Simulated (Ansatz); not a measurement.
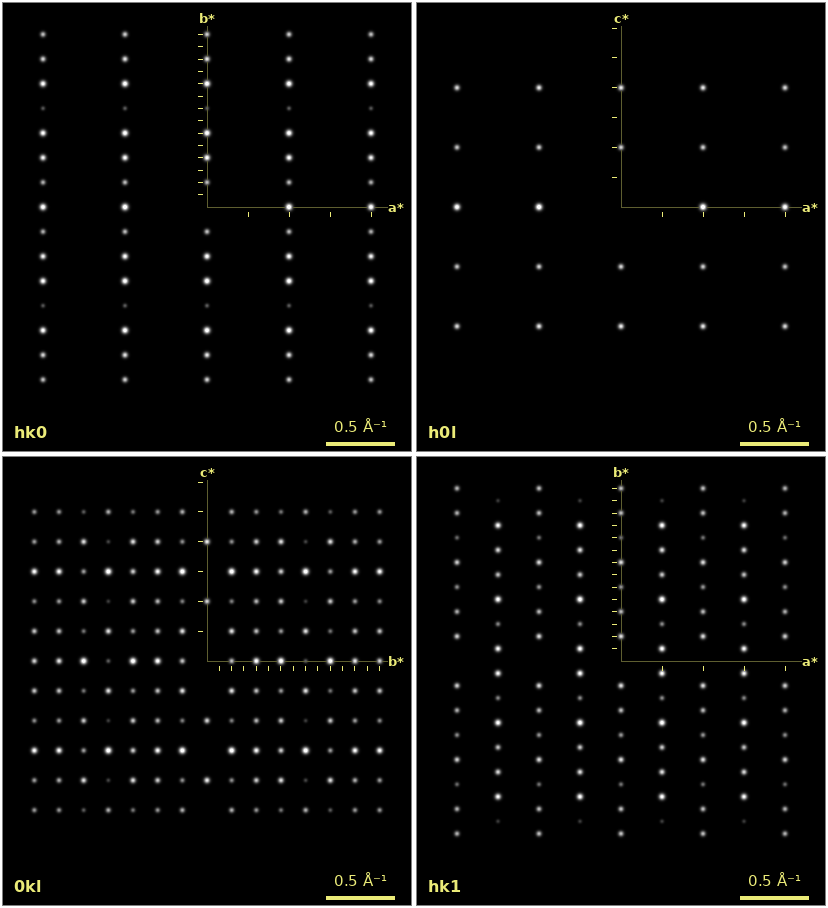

Four undistorted layers of reciprocal space, calculated for a single crystal (neutrons, kinematic |F|², B = 0.5 Å²). Tick marks count the reciprocal lattice steps of the conventional cell along each axis.

Q: Read the reciprocal cell and give the direct cell.

A: a* = 0.302, b* = 0.091, c* = 0.220 Å⁻¹; the cell is orthorhombic with a = 3.31 Å, b = 11.00 Å, c = 4.55 Å.

Q: List the systematic absences.

A: Reflections are present only under these conditions. hkl: h + k = 2n; hk0: h = 2n, k = 2n; h0l: h = 2n, l = 2n; 0kl: k = 2n; h00: h = 2n; 0k0: k = 2n; 00l: l = 2n. The lattice is C-centred (C).

Q: Which space groups fit?

A: The intensities have Laue symmetry mmm (the hk0 layer shows 2mm, hk1 shows 2mm). With these conditions the candidates are C2ce (No. 41), Cmce (No. 64) (symbols for these axes; some are non-standard settings). Diffraction geometry alone does not choose among them; the structure has Cmce. The compound is P. Structure: the input geometry of an electronic-structure calculation (not necessarily at equilibrium).
